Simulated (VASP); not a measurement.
Band structure of HfN (rock salt). These are optB88-vdW, VASP's PBE PAW potentials (set 64) (plane waves; VASP) values and carry that method's errors.

Unless said otherwise, spin-orbit coupling is left out, though it shifts the bands of the heavy elements here.

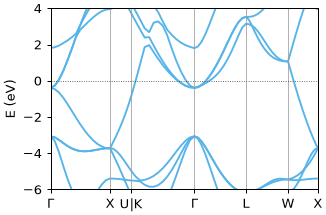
*Bands along high-symmetry lines, zero at the valence-band maximum or, without a gap, the Fermi level*

Read the plot: is there a gap, and where are the band edges?

It has no gap at this level: it comes out as a metal or semimetal. (Edges off the drawn lines would not show.)

The compound is HfN in the rock salt structure. It was relaxed first. The electron count is odd and the run is not spin-polarised, which forces a metal.
